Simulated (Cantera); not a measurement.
Charge: 1 mol MgO, a varied amount of HCl, at 1275 K and 0.100 bar.

Cantera equilibrium calculation (NASA polynomials, part measured and part estimated; ideal gas, pure solids and liquids). Candidate condensed phases: H2O, Mg, MgCl2, MgO, Mg(OH)2; 22 gas species. Kinetics and transport are ignored.

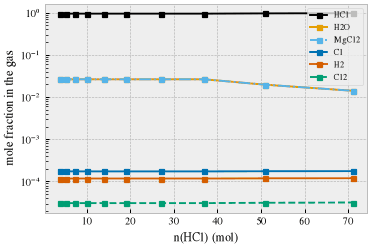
Figure: Equilibrium gas composition (values under 1e-9 drawn at 1e-9)

From 3.8 mol HCl to 37 mol HCl the condensed part is MgO(s). From 51 mol HCl to 71 mol HCl nothing is condensed. The main Mg-bearing gas is MgCl2 throughout.
